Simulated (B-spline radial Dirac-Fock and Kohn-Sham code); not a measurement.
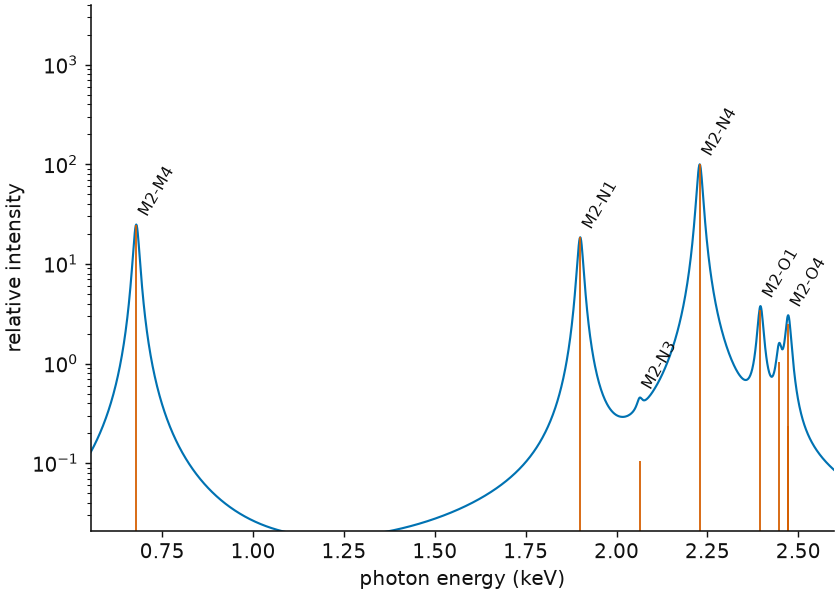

X-ray emission lines that fill an M2 (3p1/2) hole, broadened by a Lorentzian of 18 eV full width, on a logarithmic intensity axis. Multiplet splitting by the open shell is left out. The figure is for Ta⁺, configuration [Xe] 4f14 5d3 6s1. Level of theory: independent-particle rates on relativistic LDA orbitals of the hole state (multipoles to L = 3), energies from Dirac–Fock ΔSCF; calculated with a radial B-spline solver. Widths ruled by Coster–Kronig decay come out up to twice the measured ones in this model.

What multipole carries the M2-N6 line?

E2; it is forbidden as an electric dipole and holds 0.68 % of the emission.

What are the natural width, lifetime and fluorescence yield of the M2 hole?

Width 11.9 eV, lifetime 0.0554 fs, fluorescence yield 0.00238.

How far apart are M2-N4 and M2-M4, and what is their intensity ratio?

1.55 keV apart, with M2-M4 at 0.25 of the intensity of M2-N4.
